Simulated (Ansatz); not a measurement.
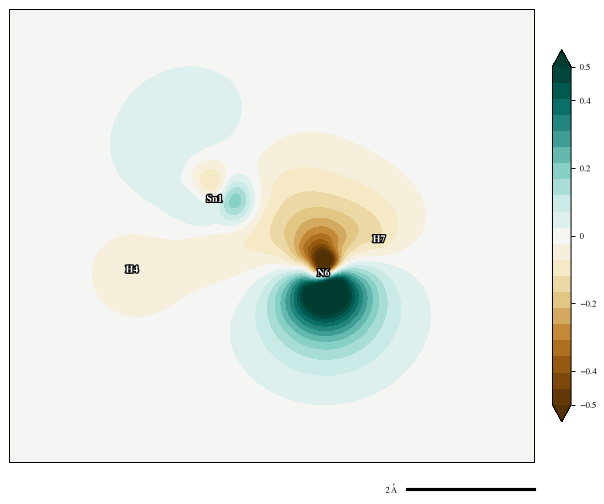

The picture shows: H₅NSn···H₂. The HOMO on the plane of atoms H4, Sn1 and N6 (values in Å⁻³ᐟ²; the overall sign is arbitrary).

Core potentials replace the inner electrons of Sn.

Method: RKS B3LYP-D4/def2-SVP (Ansatz).

```xyz
9

Sn   -0.6042    0.0506   -0.7519
H    -0.2465   -0.1113    3.4433
H     0.9234   -0.1186    0.0400
H    -0.6877    1.5701   -1.5464
H    -0.8454   -1.2554   -1.8399
N    -2.2234    0.0130    0.5233
H    -2.3096   -0.8463    1.0653
H    -2.2557    0.7941    1.1776
H    -0.6797   -0.0964    2.8173
```

Q: Where does this orbital lie, and at what energy?

A: Its weight (Hirshfeld) is mainly on N6 (about 70 %), Sn1 (about 10 %) and H3 (about 5 %); largely a lone pair of N6. Its energy is −6.69 eV.
